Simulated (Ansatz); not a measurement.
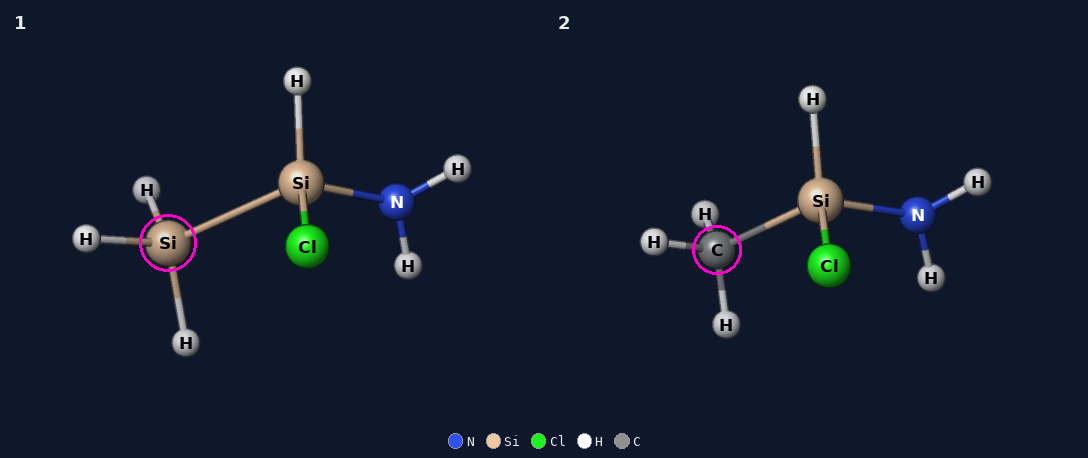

2 molecules with one skeleton, seen from the same side and at one scale; the atom that differs is circled. Each species is neutral and a spin singlet. Computed geometries: PBE0-D4/def2-TZVP optimisations, one conformation each. Properties computed with Ansatz 0.2.0.

One atom differs, called X below: Si in panel 1, C in panel 2. Their formulas are ClH6NSi2 (`N[Si@@H]([SiH3])Cl`), CH6ClNSi (`C[Si@H](N)Cl`).

In which is the HOMO–LUMO gap larger (ωB97M-V/def2-TZVPP)?

Answer. In panel 2 (X = C).

In which is the mean length of X–H larger (PBE0-D4/def2-TZVP)?

Answer. In panel 1 (X = Si).

Give the values. With PBE0-D4/def2-TZVP: mean length of X–H (Å), length of X–Si (Å), mean angle Si–X–H (°), harmonic zero-point energy (kJ/mol). With ωB97M-V/def2-TZVPP: dipole moment (D), HOMO energy (Kohn–Sham orbital) (eV), HOMO–LUMO gap (eV).

| quantity | 1 (Si) | 2 (C) | 2 − 1 |
| --- | --- | --- | --- |
| mean length of X–H (Å) | 1.487 | 1.092 | −0.395 |
| length of X–Si (Å) | 2.336 | 1.853 | −0.483 |
| mean angle Si–X–H (°) | 109.9 | 110.5 | +0.6 |
| dipole moment (D) | 1.94 | 1.97 | +0.03 |
| HOMO energy (Kohn–Sham orbital) (eV) | −10.01 | −10.20 | −0.19 |
| HOMO–LUMO gap (eV) | 11.47 | 12.40 | +0.93 |
| harmonic zero-point energy (kJ/mol) | 162.2 | 193.4 | +31.2 |
